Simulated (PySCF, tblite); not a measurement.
# C5H12O2Si2: geometry, infrared bands and NMR shifts

Wanted: the infrared bands and NMR shifts of C5H12O2Si2 (`C[SiH](C)/C=C/C(=O)O[SiH3]`), by calculation.

The runs use tblite 0.8.0 and PySCF 2.14.0, with density-fitted response routines of our own; the level of theory stands in each step. All values are computed, except where a source is named. Atoms count from 0, in the outputs and in this text.

## (1) The starting structure

21 atoms, charge 0, multiplicity 1; geometry from: force field or distance geometry start.

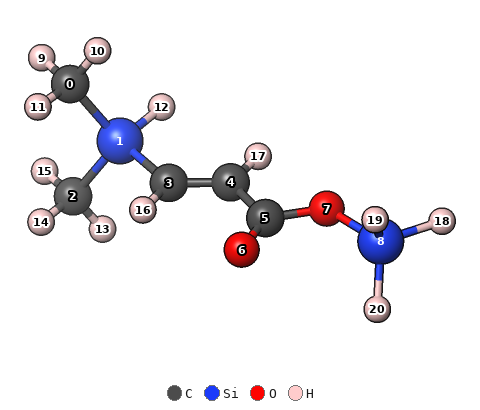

The starting geometry (carbon dark grey, silicon blue, oxygen red, hydrogen pink), atoms numbered; sticks join atoms by distance.

## (2) Geometry optimisation with GFN2-xTB

Job settings and geometry (Å):

```
{"job": {"kind": "relax", "xc": "GFN2-xTB", "basis": "xTB"}, "charge": 0, "multiplicity": 1}
C     -2.804800     1.315600     1.204000
Si    -2.018800     0.402600    -0.207800
C     -3.070900    -1.021000    -0.755000
C     -0.340000    -0.190300     0.274800
C      0.808400     0.165600    -0.299600
C      2.101500    -0.378100     0.162300
O      2.234300    -1.163600     1.082900
O      3.086500     0.160700    -0.597600
Si     4.684900    -0.211900    -0.384200
H     -3.798800     1.701700     0.914700
H     -2.202800     2.167400     1.515200
H     -2.958100     0.664600     2.075100
H     -1.848800     1.337000    -1.326500
H     -2.619600    -1.543400    -1.605600
H     -3.232700    -1.732900     0.050400
H     -4.067300    -0.660600    -1.064900
H     -0.334500    -0.894000     1.118300
H      0.843900     0.857200    -1.139100
H      5.474700     0.546600    -1.382200
H      5.138000     0.215800     0.969000
H      4.916000    -1.649400    -0.604800
```

On the command line:

```sh
$ OMP_NUM_THREADS=1 python probes_run.py task.json out
```

This one command runs all jobs of the session in turn.

The log of the run:

```text
step      E/eV     max force
  0    -773.62592    1.525
  1    -773.73429    1.125
  2    -773.77546    0.805
  3    -773.80376    0.370
  4    -773.82805    0.452
  5    -773.84286    0.315
  6    -773.85613    0.270
  7    -773.86467    0.304
  8    -773.86955    0.183
  9    -773.87295    0.137
 10    -773.87622    0.139
 11    -773.87914    0.108
 12    -773.88095    0.093
 13    -773.88194    0.061
 14    -773.88256    0.057
 15    -773.88307    0.052
 16    -773.88350    0.053
 17    -773.88382    0.046
 18    -773.88402    0.031
 19    -773.88418    0.036
 20    -773.88433    0.033
 21    -773.88444    0.028
 22    -773.88451    0.015
 23    -773.88456    0.016
 24    -773.88462    0.017
 25    -773.88471    0.028
 26    -773.88483    0.029
 27    -773.88497    0.023
 28    -773.88510    0.028
 29    -773.88525    0.032
 30    -773.88542    0.042
 31    -773.88558    0.035
 32    -773.88573    0.022
 33    -773.88586    0.028
 34    -773.88602    0.035
 35    -773.88621    0.038
 36    -773.88643    0.036
 37    -773.88665    0.037
 38    -773.88688    0.033
 39    -773.88710    0.034
 40    -773.88726    0.035
 41    -773.88738    0.027
 42    -773.88749    0.032
 43    -773.88758    0.036
 44    -773.88764    0.023
 45    -773.88767    0.011
 46    -773.88770    0.013
 47    -773.88773    0.021
 48    -773.88780    0.033
 49    -773.88789    0.033
 50    -773.88797    0.019
 51    -773.88801    0.013
 52    -773.88803    0.012
 53    -773.88805    0.015
 54    -773.88808    0.018
 55    -773.88813    0.023
 56    -773.88818    0.020
 57    -773.88822    0.014
 58    -773.88826    0.014
 59    -773.88830    0.020
 60    -773.88834    0.022
 61    -773.88837    0.016
 62    -773.88840    0.011
 63    -773.88842    0.009
```

It took 1.1 s on 1 thread of Intel Xeon at 2.50GHz, shared host.

Along the way: (not every step is listed)

| step | energy from step 0 (eV) | largest force (eV/Å) |
| --- | --- | --- |
| 0 | 0.0000 | 1.5250 |
| 1 | -0.1084 | 1.1253 |
| 2 | -0.1495 | 0.8051 |
| 3 | -0.1778 | 0.3697 |
| 4 | -0.2021 | 0.4518 |
| 5 | -0.2169 | 0.3154 |
| 6 | -0.2302 | 0.2696 |
| 7 | -0.2388 | 0.3041 |
| 8 | -0.2436 | 0.1826 |
| 13 | -0.2560 | 0.0612 |
| 18 | -0.2581 | 0.0306 |
| 23 | -0.2586 | 0.0164 |
| 28 | -0.2592 | 0.0280 |
| 33 | -0.2599 | 0.0278 |
| 38 | -0.2610 | 0.0330 |
| 43 | -0.2617 | 0.0359 |
| 48 | -0.2619 | 0.0330 |
| 53 | -0.2621 | 0.0152 |
| 58 | -0.2623 | 0.0142 |
| 59 | -0.2624 | 0.0197 |
| 60 | -0.2624 | 0.0225 |
| 61 | -0.2625 | 0.0162 |
| 62 | -0.2625 | 0.0108 |
| 63 | -0.2625 | 0.0086 |

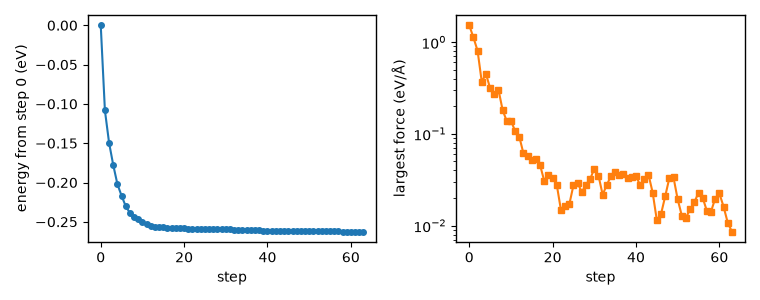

Energy and largest force along the relaxation.

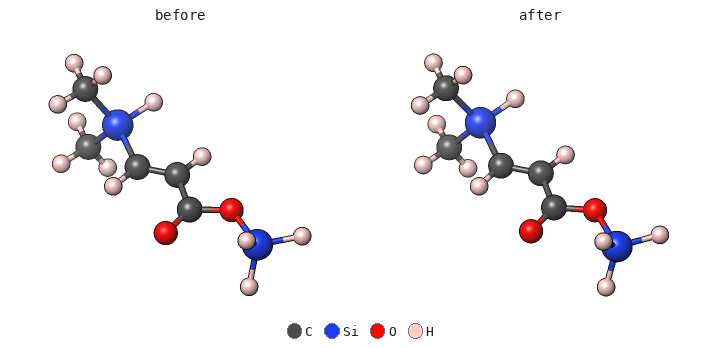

The geometry before (left) and after (right).

Distances of close pairs at the start and the end, largest changes first:

| bond | before (Å) | after (Å) | change (Å) |
| --- | --- | --- | --- |
| Si1–C2 | 1.853 | 1.903 | +0.050 |
| C0–Si1 | 1.856 | 1.903 | +0.047 |
| Si1–C3 | 1.845 | 1.890 | +0.045 |
| Si8–H19 | 1.490 | 1.458 | -0.032 |
| Si8–H18 | 1.482 | 1.457 | -0.025 |
| C5–O7 | 1.356 | 1.332 | -0.024 |
| C0–H9 | 1.105 | 1.086 | -0.019 |
| C2–H15 | 1.104 | 1.086 | -0.018 |

The final coordinates are the input of the step that follows.

## (3) Harmonic vibrations with GFN2-xTB

Job settings and geometry (Å):

```
{"job": {"kind": "ir", "xc": "GFN2-xTB", "basis": "xTB"}, "charge": 0, "multiplicity": 1}
C     -2.808630     1.325318     1.246331
Si    -2.042645     0.460916    -0.266074
C     -3.079941    -1.057239    -0.756955
C     -0.319080    -0.144150     0.218671
C      0.820263     0.219031    -0.367892
C      2.120988    -0.303726     0.078215
O      2.281643    -1.084030     0.986194
O      3.145333     0.173266    -0.626286
Si     4.708402    -0.278015    -0.301263
H     -3.802585     1.700652     1.022257
H     -2.203266     2.166581     1.570822
H     -2.898802     0.643345     2.087286
H     -1.933534     1.398380    -1.395497
H     -2.631446    -1.591681    -1.589192
H     -3.171541    -1.756869     0.069234
H     -4.083821    -0.768719    -1.053610
H     -0.224691    -0.846189     1.040492
H      0.855669     0.910909    -1.196082
H      5.361383     0.515956    -1.333254
H      5.053702     0.123093     1.057233
H      4.843677    -1.717330    -0.491099
```

The log of the run:

```text
mode    cm-1     km/mol
  1      16.6      1.41
  2      50.2      0.00
  3      62.0      0.94
  4      69.7      1.45
  5     106.4      0.17
  6     110.6      3.10
  7     119.3      1.57
  8     128.3      4.07
  9     150.8      3.06
 10     152.2      0.54
 11     210.3      7.81
 12     226.8      0.77
 13     261.9      8.72
 14     381.5      2.91
 15     583.2     11.59
 16     583.9     46.63
 17     613.2     12.15
 18     621.2    116.58
 19     632.6    167.61
 20     668.7      4.99
 21     710.5     52.61
 22     749.1    190.81
 23     756.7     23.40
 24     760.4     73.46
 25     781.5    160.93
 26     792.1     29.48
 27     796.2    679.83
 28     800.8      5.43
 29     809.8     29.29
 30     832.0    192.98
 31     836.5    119.42
 32     867.9    184.77
 33     989.6      7.56
 34    1016.2     24.77
 35    1152.9    178.61
 36    1210.4    564.42
 37    1290.5    131.81
 38    1369.5     14.87
 39    1371.7      5.15
 40    1479.3      0.21
 41    1482.7      0.07
 42    1483.7      0.25
 43    1487.4      0.90
 44    1643.7     29.92
 45    1720.7    282.98
 46    2184.5    311.80
 47    2302.3    349.33
 48    2314.7    182.16
 49    2327.4    216.31
 50    3024.5     11.23
 51    3034.5      6.27
 52    3038.5     47.99
 53    3041.5     16.87
 54    3042.5     11.69
 55    3045.7      9.24
 56    3046.9     54.02
 57    3085.4     24.87
```

Wall time 3.1 s (1 thread of Intel Xeon at 2.50GHz, shared host).

The strongest bands and the atoms that carry them (share of the mass-weighted mode):

| cm⁻¹ | km/mol | atoms |
| --- | --- | --- |
| 749 | 190.8 | H18 59 %, H20 19 %, H19 18 % |
| 796 | 679.8 | H18 28 %, H20 24 %, H19 24 %, Si8 15 % |
| 832 | 193.0 | Si1 21 %, H13 20 %, H10 18 % |
| 1210 | 564.4 | C5 36 %, H16 35 %, O7 11 % |
| 1721 | 283.0 | C5 62 %, O6 36 % |
| 2184 | 311.8 | H12 97 % |
| 2302 | 349.3 | H20 51 %, H19 45 % |
| 2327 | 216.3 | H18 95 % |

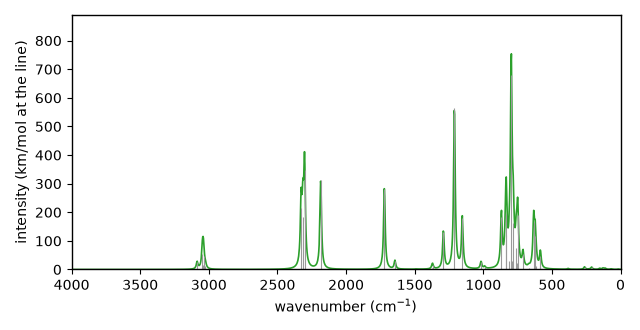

The infrared spectrum from these modes, unscaled. Lines are broadened to a width of 14 cm⁻¹ (Lorentzian).

## (4) Shielding tensors: PBE0/pcSseg-1

Same as in step 3 but for these lines:

```diff
@@ -1,2 +1,2 @@
-{"job": {"kind": "ir", "xc": "GFN2-xTB", "basis": "xTB"}, "charge": 0, "multiplicity": 1}
+{"job": {"kind": "nmr", "xc": "PBE0", "basis": "pcSseg-1"}, "charge": 0, "multiplicity": 1}
 C     -2.808630     1.325318     1.246331
```

With the program's defaults for keys left out, this is: GIAO PBE0/pcSseg-1 NMR shielding, non-relativistic, gas phase.

The log of the run:

```text
coarse grid: 18296 points
cycle   1  E = -926.2606893782  dE =  1.019e+00  |g| = 1.007e+00  |ddm| = 4.111e+00
cycle   2  E = -925.9327339694  dE =  3.280e-01  |g| = 1.662e+00  |ddm| = 1.977e+00
cycle   3  E = -926.4373399437  dE = -5.046e-01  |g| = 3.192e-01  |ddm| = 1.441e+00
cycle   4  E = -926.4564854644  dE = -1.915e-02  |g| = 8.048e-02  |ddm| = 2.740e-01
cycle   5  E = -926.4573814936  dE = -8.960e-04  |g| = 3.199e-02  |ddm| = 6.541e-02
cycle   6  E = -926.4576016424  dE = -2.201e-04  |g| = 4.104e-03  |ddm| = 2.706e-02
cycle   7  E = -926.4576051684  dE = -3.526e-06  |g| = 1.117e-03  |ddm| = 4.687e-03
final grid: 166776 points
cycle   8  E = -926.5299017786  dE = -1.763e-05  |g| = 1.361e-02  |ddm| = 2.686e-02
cycle   9  E = -926.5298508478  dE =  5.093e-05  |g| = 2.136e-02  |ddm| = 2.534e-02
cycle  10  E = -926.5299368554  dE = -8.601e-05  |g| = 2.905e-03  |ddm| = 1.638e-02
cycle  11  E = -926.5299384384  dE = -1.583e-06  |g| = 4.880e-04  |ddm| = 2.144e-03
cycle  12  E = -926.5299384770  dE = -3.858e-08  |g| = 1.593e-04  |ddm| = 4.381e-04
cycle  13  E = -926.5299384822  dE = -5.180e-09  |g| = 3.939e-05  |ddm| = 1.357e-04
cycle  14  E = -926.5299384825  dE = -2.869e-10  |g| = 1.952e-05  |ddm| = 4.603e-05
converged SCF energy = -926.5299384825

GIAO shielding tensors (ppm)
atom      isotropic    diamagn.    paramagn.     s11        s22        s33       span
  0 C      189.493     253.448     -63.955    186.056    189.702    192.720      6.665
  1 Si     367.631     882.497    -514.866    355.380    366.903    380.611     25.231
  2 C      189.498     253.448     -63.950    186.048    189.706    192.739      6.691
  3 C       23.970     265.018    -241.048   -103.473     -1.244    176.626    280.098
  4 C       44.491     256.326    -211.835    -68.573     67.833    134.213    202.786
  5 C       15.464     253.872    -238.408    -78.794     51.702     73.483    152.277
  6 O      -88.559     404.596    -493.155   -329.180   -245.707    309.208    638.388
  7 O      150.595     398.164    -247.569      6.149    216.947    228.689    222.540
  8 Si     390.122     879.268    -489.146    359.197    364.267    446.903     87.706
  9 H       31.499      27.925       3.574     27.102     28.396     39.000     11.898
 10 H       31.461      31.862      -0.401     26.837     29.019     38.525     11.688
 11 H       31.417      31.391       0.026     27.273     29.057     37.923     10.650
 12 H       27.082      31.136      -4.054     24.187     25.460     31.599      7.412
 13 H       31.464      31.882      -0.418     26.841     29.023     38.528     11.687
 14 H       31.418      31.398       0.021     27.273     29.057     37.924     10.651
 15 H       31.500      27.932       3.568     27.102     28.393     39.004     11.902
 16 H       23.706      36.388     -12.683     18.575     23.609     28.933     10.358
 17 H       25.150      35.292     -10.142     22.007     22.653     30.790      8.783
 18 H       27.152      28.224      -1.072     23.604     25.987     31.864      8.260
 19 H       26.747      28.092      -1.346     23.512     25.222     31.506      7.994
 20 H       26.746      28.092      -1.346     23.511     25.222     31.505      7.994
```

Wall time 2.6 min (1 thread of Intel Xeon at 2.50GHz, shared host); peak memory 1 GiB.

The references, computed at this level on geometries of the same kind, shield at (ppm): 1H TMS 31.72, 13C TMS 186.9, 29Si TMS 349.2, 17O H2O 336.1. Their shielding less the atom's gives the shift. The references are single molecules in the gas phase, so shifts against H2O, NH3, PH3, H3PO4 or CFCl3 are not on the usual liquid scales and can be off by tens of ppm. Atoms listed in one row are averaged.

| atoms | environment | σ (ppm) | δ (ppm) | δ scaled to CDCl3 |
| --- | --- | --- | --- | --- |
| C5 | carbonyl carbon | 15.5 | 171.5 | 165.4 |
| C3 | β carbon of a C=C–C=O unit | 24.0 | 163.0 | 157.1 |
| C4 | α carbon of a C=C–C=O unit | 44.5 | 142.4 | 137.1 |
| C0, C2 | methyl carbon bonded to Si | 189.5 | -2.6 | -4.4 |
| H16 | hydrogen on a β carbon of a C=C–C=O unit | 23.71 | 8.01 | 7.66 |
| H17 | hydrogen on an α carbon of a C=C–C=O unit | 25.15 | 6.57 | 6.30 |
| H18, H19, H20 | hydrogen on a silicon bonded to O | 26.88 | 4.84 | – |
| H12 | hydrogen on a silicon bonded to 3 C | 27.08 | 4.63 | – |
| H9, H10, H11, H13, H14, H15 | hydrogen on a methyl carbon bonded to Si | 31.46 | 0.26 | 0.35 |
| Si1 | silicon bonded to 3 C, H | 367.6 | -18.5 | – |
| Si8 | silicon bonded to O, 3 H | 390.1 | -41.0 | – |
| O6 | carbonyl oxygen | -88.6 | 424.6 | – |
| O7 | oxygen bonded to C, Si | 150.6 | 185.5 | – |

The scaled column applies a straight-line fit of computed shieldings to shifts measured in CDCl3 (root-mean-square error 0.16 ppm for H, 1.9 ppm for C).

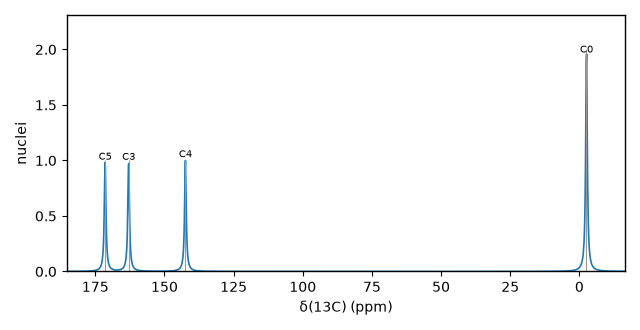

13C lines at the computed shifts, without couplings. Lines are broadened to a width of 0.70 ppm (Lorentzian).

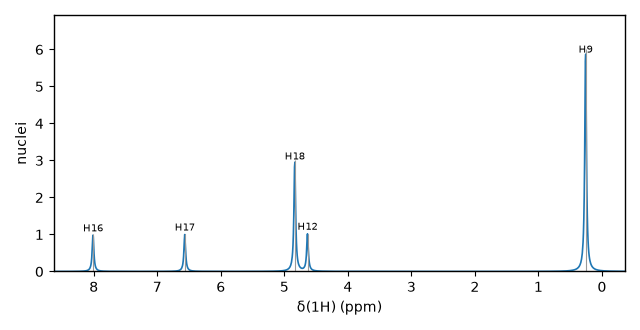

1H lines at the computed shifts, without couplings. Lines are broadened to a width of 0.03 ppm (Lorentzian).

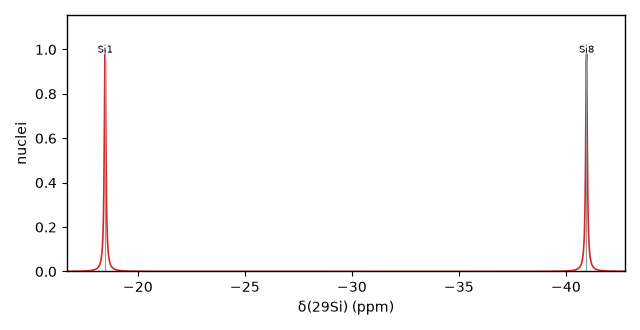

29Si lines at the computed shifts, without couplings. Lines are broadened to a width of 0.09 ppm (Lorentzian).

Charges from the same density, by scheme (e):

| atoms | Mulliken | IAO | Hirshfeld | ESP fit |
| --- | --- | --- | --- | --- |
| C0, C2 | -0.62 | -0.72 | -0.21 | -0.78 |
| Si1 | 0.83 | 0.93 | 0.39 | 0.89 |
| C3 | -0.31 | -0.37 | -0.11 | -0.23 |
| C4 | -0.24 | -0.19 | -0.06 | -0.49 |
| C5 | 0.57 | 0.51 | 0.21 | 0.94 |
| O6 | -0.41 | -0.47 | -0.25 | -0.57 |
| O7 | -0.59 | -0.59 | -0.19 | -0.51 |
| Si8 | 0.68 | 0.86 | 0.39 | 0.56 |

Mulliken charges:

C0 -0.62; Si1 0.83; C2 -0.62; C3 -0.31; C4 -0.24; C5 0.57; O6 -0.41; O7 -0.59; Si8 0.68; H9 0.14; H10 0.14; H11 0.14; H12 -0.09; H13 0.14; H14 0.14; H15 0.14; H16 0.14; H17 0.11; H18 -0.11; H19 -0.09; H20 -0.09

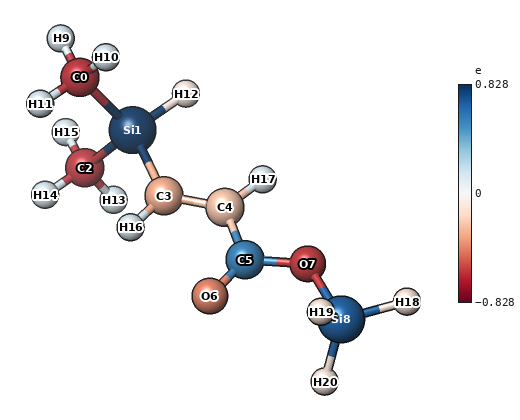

Mulliken charges, as colours on the atoms.

Mayer bond orders: C0–Si1 0.97, Si1–C2 0.97, Si1–C3 0.85, C3–C4 1.85, C4–C5 0.99, C5–O6 1.93, C5–O7 1.04, O7–Si8 0.85.

Orbitals, density, ELF and potential are computed afterwards from the orbital file.

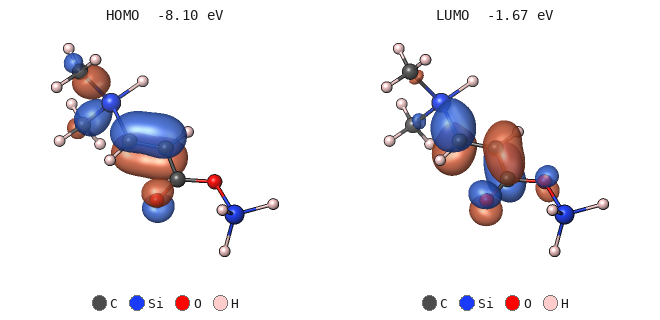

Frontier orbitals at PBE0/pcSseg-1; each surface holds 70 % of the orbital's density, blue and red mark the sign.

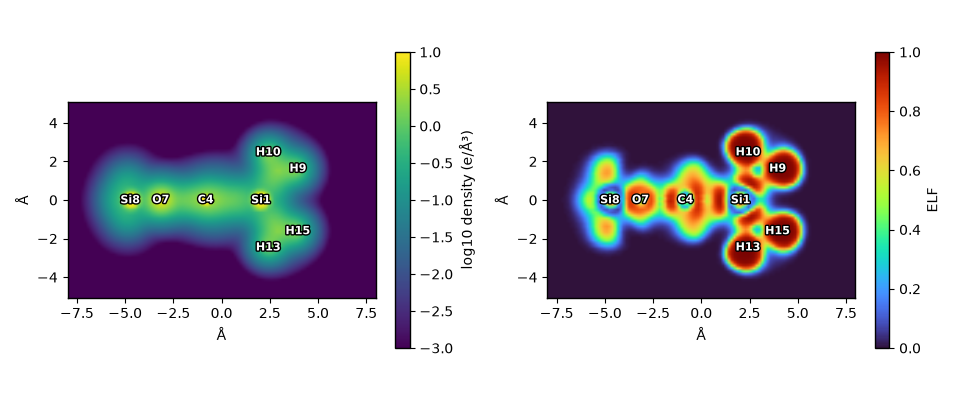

Density (left) and ELF (right) in a plane through or near 8 of the atoms.

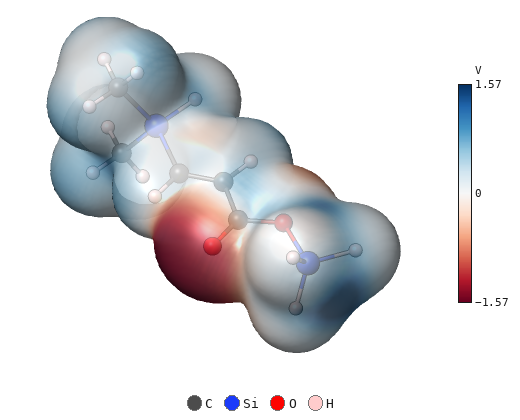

The potential that a unit positive charge feels on the 0.002 e/bohr³ surface, from -1.57 V near O6 to 1.22 V near H19.

## (5) Outcome

| quantity | value |
| --- | --- |
| strongest single infrared mode (GFN2-xTB) | 796 cm⁻¹, 680 km/mol |
| zero-point energy (GFN2-xTB) | 95.0 kcal/mol |
| 13C shifts against TMS (PBE0/pcSseg-1, means over atoms taken as alike) | 171.5, 163.0, 142.4, -2.6 ppm |
| 1H shifts against TMS (PBE0/pcSseg-1, means over atoms taken as alike) | 8.01, 6.57, 4.84, 4.63, 0.26 ppm |
| 29Si shifts against TMS (PBE0/pcSseg-1) | -18.5, -41.0 ppm |
| 17O shifts against H2O (PBE0/pcSseg-1) | 424.6, 185.5 ppm |
| surface potential, least and greatest | -1.57 V and 1.22 V |

What this shows: The optimisation took 63 steps and gained 0.263 eV; among the close pairs (by a distance rule), Si1–C2 changed most, from 1.853 to 1.903 Å. No mode is imaginary among the 57: a minimum at this level. The strongest single mode, at 796 cm⁻¹, moves mainly H18, H20 and H19. Unscaled tight-binding wavenumbers are off by several per cent, some by more. Its intensities can rank the bands wrongly. At PBE0/pcSseg-1: The largest span, 638 ppm, is at O6, where the paramagnetic term is -493 ppm. At PBE0/pcSseg-1, counted by nearest atom on the grid, the HOMO lies on C3, C4 about 28 % each; O6 11 %, the LUMO on C3 28 %; C4, C5 about 17 % each.
